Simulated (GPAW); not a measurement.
# Work function of Li/Au(110) at several levels, part 2 of 3

How far do functional and basis move the work function of Li/Au(110)?

GPAW 26.7.0; GPAW, PAW setups; slab in vacuum, relaxation (the session's first sound run).

So far, upper work function (eV): step 2 (relaxation, PBE, GPAW) 3.28; step 3 (the slab's potential, PBE, GPAW) 3.28; step 4 (self-consistent run: xc = "vdW-DF2", GPAW, PAW setups, GPAW) 3.42.

**5. Self-consistent run: xc = "RPBE"**

The same geometry under RPBE, to see how far the functional moves the levels against the vacuum.

File run.py:

```python
import json
import numpy as np
from ase import Atoms
from gpaw import GPAW, PW

slab = Atoms(
    ['Au', 'Au', 'Au', 'Au', 'Au', 'Li'],
    positions=[
        [0.00000, 0.00000, 9.00000],
        [2.04000, 1.44250, 10.44250],
        [0.00000, 0.00000, 11.88500],
        [2.04000, 1.44250, 13.47148],
        [0.00000, 0.00000, 14.93632],
        [0.00000, 0.00000, 17.35656]],
    cell=[[4.08, 0.0, 0.0], [0.0, 2.885, 0.0], [0.0, 0.0, 26.54199]],
    pbc=[True, True, False])

slab.calc = GPAW(mode=PW(400), xc='RPBE', kpts={'size': (8, 11, 1), 'gamma': True},
                 occupations={'name': 'fermi-dirac', 'width': 0.1}, nbands='300%',
                 convergence={'density': 1e-05}, maxiter=200,
                 poissonsolver={'dipolelayer': 'xy'},
                 symmetry={'tolerance': 1e-3}, txt='slab.txt')
result = {}
energy = slab.get_potential_energy()
fermi = slab.calc.get_fermi_level()
v = slab.calc.get_electrostatic_potential().mean((0, 1)) - fermi
n = slab.calc.get_pseudo_density().mean((0, 1))
L = slab.cell[2, 2]
z = np.arange(len(v)) * L / len(v)
low, high = slab.positions[:, 2].min(), slab.positions[:, 2].max()
below, above = np.interp([low - 6.8, high + 6.8], z, v)
slopes = [np.interp(x, z, np.gradient(v, z)) for x in (low - 6.8, high + 6.8)]
eps = np.array([[slab.calc.get_eigenvalues(k, s) for k in range(len(slab.calc.get_ibz_k_points()))]
                for s in range(slab.calc.get_number_of_spins())]) - fermi
top, bottom = eps[eps < 0].max(), eps[eps > 0].min()
dipole = slab.get_dipole_moment()[2]
print(f'energy {energy:.4f} eV, Fermi level {fermi:.4f} eV, dipole {dipole:.5f} e A')
print(f'potential 6.8 A off the faces, from the Fermi level: lower {below:.4f} eV, upper {above:.4f} eV')
print(f'slope of the potential there: lower {slopes[0]:.5f}, upper {slopes[1]:.5f} eV/A')
print(f'nearest levels on the mesh: {top:.4f} and {bottom:.4f} eV')
print('magnetic moment', round(slab.get_magnetic_moment(), 3))
result.update(energy=energy, fermi=fermi, dipole=dipole, below=below, above=above, slopes=slopes, edges=[top, bottom],
              z=z.tolist(), v=v.tolist(), n=n.tolist(), positions=slab.positions.tolist(),
              forces=slab.get_forces(apply_constraint=False).tolist(), moments=slab.get_magnetic_moments().tolist())
json.dump(result, open('result.json', 'w'))
```

On the command line:

```console
$ OMP_NUM_THREADS=1 OPENBLAS_NUM_THREADS=1 python run.py
```

Output:

```text
energy -13.4491 eV, Fermi level 0.1223 eV, dipole 0.09482 e A
potential 6.8 A off the faces, from the Fermi level: lower 4.7227 eV, upper 3.2597 eV
slope of the potential there: lower -0.00002, upper 0.00008 eV/A
nearest levels on the mesh: -0.0343 and 0.0787 eV
magnetic moment 0.0
```

The job ended after 8.7 min (1 thread of Arm Neoverse V1, shared host; peak memory 0.46 GiB).

Numbers from this step:

| Quantity | Value |
| --- | --- |
| dipole along the normal | 0.09482 e·Å |
| levels nearest the Fermi level on the mesh | -0.03432, 0.07874 eV from the Fermi level |
| upper work function | 3.260 eV |
| lower work function | 4.723 eV |

The electrostatic potential energy of an electron (without an applied field's), less the Fermi level, planar mean oscillates, so the rows of the table below give means over windows of 2 Å about each position, cut where the curve ends. Its maxima inside the range that stand out by 2 % of the span (Å: eV): 3.3: 4.72, 9.8: -6.13, 11.1: -6.39, 12.6: -4.37, 14.2: -5.86, 16.2: 2.73. Its minima: 9.0: -12.9, 10.4: -13.6, 11.9: -13.5, 13.5: -13.4, 14.9: -12.8, 17.4: -2.15.

Electrostatic potential energy of an electron (without an applied field's), less the Fermi level, planar mean against z; means over each step:

```
z (Å)  electrostatic potential energy of an electron (without an applied field's), less the Fermi level, planar mean (eV)
    0                                                                                                                4.59
    2                                                                                                                4.72
    4                                                                                                                4.72
    6                                                                                                                4.69
    8                                                                                                              -0.632
   10                                                                                                               -9.97
   12                                                                                                               -8.46
   14                                                                                                               -9.92
   16                                                                                                               -1.26
   18                                                                                                              0.0487
   20                                                                                                                3.04
   22                                                                                                                3.25
   24                                                                                                                3.26
   26                                                                                                                3.31
```

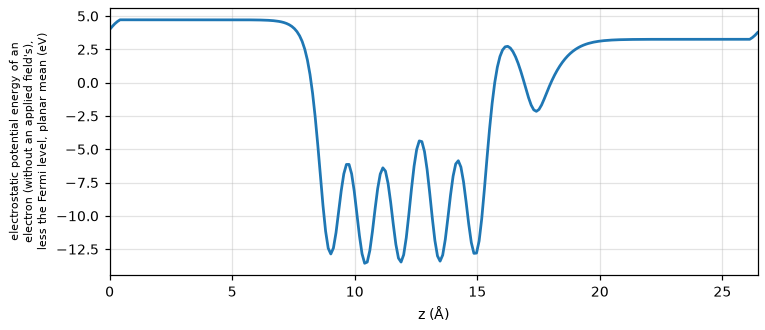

Electrostatic potential energy of an electron (without an applied field's), less the Fermi level, planar mean, plotted against z.

The upper face's work function is 3.260 eV, against 3.277 eV in the first plane-wave PBE run at this geometry.

**6. OptPBE vdW: xc = "optPBE-vdW"**

The same geometry under optPBE-vdW, to see how far the functional moves the levels against the vacuum (the van der Waals functionals take revPBE setups).

Edit run.py of step 5 so:

```diff
@@ -17,3 +17,3 @@
 
-slab.calc = GPAW(mode=PW(400), xc='RPBE', kpts={'size': (8, 11, 1), 'gamma': True},
+slab.calc = GPAW(mode=PW(400), xc='optPBE-vdW', kpts={'size': (8, 11, 1), 'gamma': True},
                  occupations={'name': 'fermi-dirac', 'width': 0.1}, nbands='300%',
```

Output:

```text
energy -98.6118 eV, Fermi level -0.0531 eV, dipole 0.11166 e A
potential 6.8 A off the faces, from the Fermi level: lower 5.0841 eV, upper 3.3622 eV
slope of the potential there: lower -0.00003, upper 0.00012 eV/A
nearest levels on the mesh: -0.0322 and 0.0689 eV
magnetic moment 0.0
```

Run time: 8.9 min. Hardware: 1 thread; peak memory 0.64 GiB.

Numbers from this step:

| Quantity | Value |
| --- | --- |
| dipole along the normal | 0.1117 e·Å |
| levels nearest the Fermi level on the mesh | -0.03221, 0.06889 eV from the Fermi level |
| upper work function | 3.362 eV |
| lower work function | 5.084 eV |

The electrostatic potential energy of an electron (without an applied field's), less the Fermi level, planar mean oscillates, so the rows of the table below give means over windows of 2.5 Å about each position, cut where the curve ends. Its maxima inside the range that stand out by 2 % of the span (Å: eV): 2.9: 5.08, 9.7: -6.04, 11.1: -6.30, 12.6: -4.28, 14.2: -5.77, 16.2: 2.84. Its minima: 9.0: -12.7, 10.4: -13.5, 11.9: -13.4, 13.5: -13.3, 14.9: -12.7, 17.4: -2.07.

Electrostatic potential energy of an electron (without an applied field's), less the Fermi level, planar mean against z; means over each step:

```
z (Å)  electrostatic potential energy of an electron (without an applied field's), less the Fermi level, planar mean (eV)
  0.0                                                                                                                4.96
  2.5                                                                                                                5.08
  5.0                                                                                                                5.08
  7.5                                                                                                                2.34
 10.0                                                                                                               -9.71
 12.5                                                                                                               -9.45
 15.0                                                                                                               -5.82
 17.5                                                                                                               0.324
 20.0                                                                                                                3.07
 22.5                                                                                                                3.36
 25.0                                                                                                                3.37
```

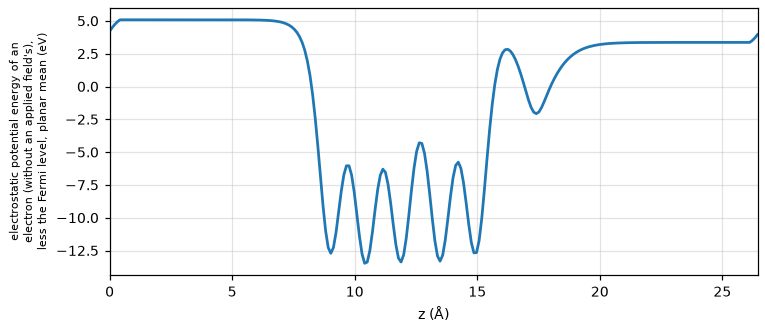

Electrostatic potential energy of an electron (without an applied field's), less the Fermi level, planar mean against z.

The upper face's work function is 3.362 eV, against 3.277 eV in the first plane-wave PBE run at this geometry.

**7. Self-consistent run: xc = "LDA"**

The same geometry under LDA, to see how far the functional moves the levels against the vacuum.

Edit run.py of step 6 so:

```diff
@@ -17,3 +17,3 @@
 
-slab.calc = GPAW(mode=PW(400), xc='optPBE-vdW', kpts={'size': (8, 11, 1), 'gamma': True},
+slab.calc = GPAW(mode=PW(400), xc='LDA', kpts={'size': (8, 11, 1), 'gamma': True},
                  occupations={'name': 'fermi-dirac', 'width': 0.1}, nbands='300%',
```

Output:

```text
energy -21.6857 eV, Fermi level -0.2506 eV, dipole 0.12966 e A
potential 6.8 A off the faces, from the Fermi level: lower 5.3123 eV, upper 3.3136 eV
slope of the potential there: lower -0.00001, upper 0.00008 eV/A
nearest levels on the mesh: -0.0438 and 0.0710 eV
magnetic moment 0.0
```

Elapsed: 8.3 min, on 1 thread; peak memory 0.46 GiB.

Numbers from this step:

- dipole along the normal: 0.1297 e·Å
- levels nearest the Fermi level on the mesh: -0.04379, 0.07096 eV from the Fermi level
- upper work function: 3.314 eV
- lower work function: 5.312 eV

The electrostatic potential energy of an electron (without an applied field's), less the Fermi level, planar mean oscillates, so the rows of the table below give means over windows of 2 Å about each position, cut where the curve ends. Its maxima inside the range that stand out by 2 % of the span (Å: eV): 3.5: 5.31, 9.8: -5.59, 11.1: -5.85, 12.6: -3.81, 14.2: -5.32, 16.2: 3.20. Its minima: 9.0: -12.4, 10.4: -13.1, 11.9: -13.0, 13.5: -12.9, 14.9: -12.3, 17.4: -1.95.

Electrostatic potential energy of an electron (without an applied field's), less the Fermi level, planar mean against z; means over each step:

```
z (Å)  electrostatic potential energy of an electron (without an applied field's), less the Fermi level, planar mean (eV)
    0                                                                                                                5.13
    2                                                                                                                5.31
    4                                                                                                                5.31
    6                                                                                                                5.29
    8                                                                                                             -0.0574
   10                                                                                                               -9.45
   12                                                                                                               -7.94
   14                                                                                                               -9.42
   16                                                                                                              -0.803
   18                                                                                                               0.167
   20                                                                                                                3.08
   22                                                                                                                3.31
   24                                                                                                                3.31
   26                                                                                                                3.38
```

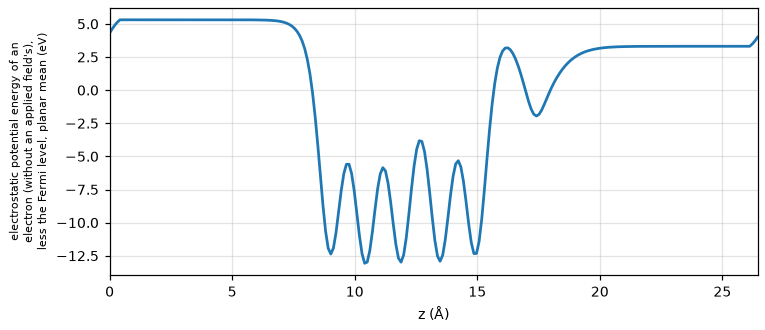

Electrostatic potential energy of an electron (without an applied field's), less the Fermi level, planar mean against z.

The upper face's work function is 3.314 eV, against 3.277 eV in the first plane-wave PBE run at this geometry.

**8. Self-consistent run: xc = "revPBE"**

The same geometry under revPBE, to see how far the functional moves the levels against the vacuum.

Edit run.py of step 7 so:

```diff
@@ -17,3 +17,3 @@
 
-slab.calc = GPAW(mode=PW(400), xc='LDA', kpts={'size': (8, 11, 1), 'gamma': True},
+slab.calc = GPAW(mode=PW(400), xc='revPBE', kpts={'size': (8, 11, 1), 'gamma': True},
                  occupations={'name': 'fermi-dirac', 'width': 0.1}, nbands='300%',
```

Output:

```text
energy -13.8903 eV, Fermi level 0.1101 eV, dipole 0.09686 e A
potential 6.8 A off the faces, from the Fermi level: lower 4.7413 eV, upper 3.2468 eV
slope of the potential there: lower 0.00000, upper 0.00008 eV/A
nearest levels on the mesh: -0.0360 and 0.0773 eV
magnetic moment 0.0
```

Wall time 8.8 min (1 thread); peak memory 0.46 GiB.

Numbers from this step:

```
dipole along the normal                    : 0.09686 e·Å
levels nearest the Fermi level on the mesh : -0.03603, 0.07735 eV from the Fermi level
upper work function                        : 3.247 eV
lower work function                        : 4.741 eV
```

The electrostatic potential energy of an electron (without an applied field's), less the Fermi level, planar mean oscillates, so the rows of the table below give means over windows of 2 Å about each position, cut where the curve ends. Its maxima inside the range that stand out by 2 % of the span (Å: eV): 3.5: 4.74, 9.8: -6.10, 11.1: -6.36, 12.6: -4.33, 14.2: -5.82, 16.2: 2.76. Its minima: 9.0: -12.8, 10.4: -13.5, 11.9: -13.4, 13.5: -13.4, 14.9: -12.8, 17.4: -2.16.

The electrostatic potential energy of an electron (without an applied field's), less the Fermi level, planar mean by z; means over each step:

```
z (Å)  electrostatic potential energy of an electron (without an applied field's), less the Fermi level, planar mean (eV)
    0                                                                                                                4.60
    2                                                                                                                4.74
    4                                                                                                                4.74
    6                                                                                                                4.71
    8                                                                                                              -0.597
   10                                                                                                               -9.94
   12                                                                                                               -8.43
   14                                                                                                               -9.89
   16                                                                                                               -1.23
   18                                                                                                              0.0349
   20                                                                                                                3.03
   22                                                                                                                3.24
   24                                                                                                                3.25
   26                                                                                                                3.30
```

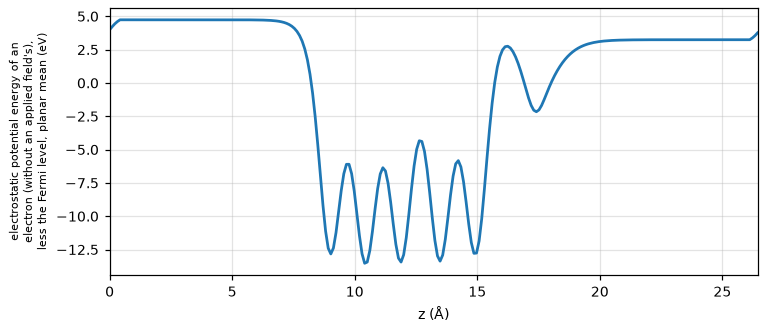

Electrostatic potential energy of an electron (without an applied field's), less the Fermi level, planar mean against z.

The upper face's work function is 3.247 eV, against 3.277 eV in the first plane-wave PBE run at this geometry.

**9. Real-space grid: mode = "fd"**

A real-space grid is a second complete basis, so it checks the plane-wave result.

Edit run.py of step 8 so:

```diff
@@ -3,3 +3,3 @@
 from ase import Atoms
-from gpaw import GPAW, PW
+from gpaw import GPAW
 
@@ -17,3 +17,3 @@
 
-slab.calc = GPAW(mode=PW(400), xc='revPBE', kpts={'size': (8, 11, 1), 'gamma': True},
+slab.calc = GPAW(mode='fd', h=0.18, xc='PBE', kpts={'size': (8, 11, 1), 'gamma': True},
                  occupations={'name': 'fermi-dirac', 'width': 0.1}, nbands='300%',
```

Output:

```text
energy -16.5625 eV, Fermi level -4.0886 eV, dipole 0.10561 e A
potential 6.8 A off the faces, from the Fermi level: lower 4.9004 eV, upper 3.2768 eV
slope of the potential there: lower 0.00001, upper 0.00007 eV/A
nearest levels on the mesh: -0.0411 and 0.0770 eV
magnetic moment 0.0
```

Elapsed: 47 min, on 1 thread; peak memory 3 GiB.

Numbers from this step:

| Quantity | Value |
| --- | --- |
| dipole along the normal | 0.1056 e·Å |
| levels nearest the Fermi level on the mesh | -0.04114, 0.07696 eV from the Fermi level |
| upper work function | 3.277 eV |
| lower work function | 4.900 eV |

The upper face's work function is 3.277 eV, against 3.277 eV in the first plane-wave PBE run at this geometry.

(Continued in part 3 of 3.)

[Logs are printed without paths, hosts, clocks, repeated set-up lines and the standing remarks that a program may print on its own settings, such as how far it seeks lower states.]

[Hosts, paths, dates, database ids (printed as entryN), source tags and the programs' standing remarks are cut or masked in the printed files.]
